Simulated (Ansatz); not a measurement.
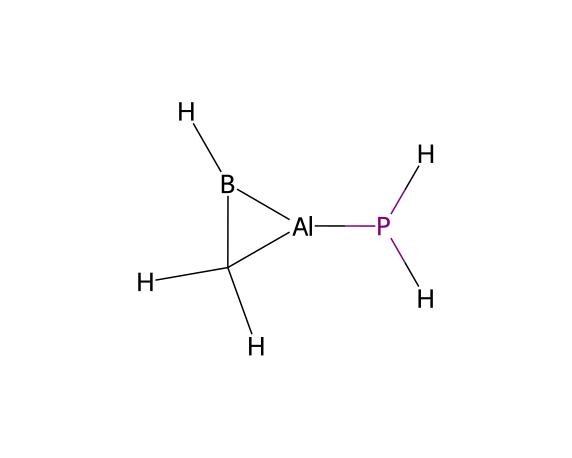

Figure made from data computed with Ansatz.

Skeletal drawing of a molecule.

**Transcribe the drawing into SMILES.**

[PH2][Al]1[BH][CH2]1

**What is the molecular formula?**

CH5AlBP.

**An optimisation with PBE-D4/def2-SVP gave a structure of which point group?**

C1.
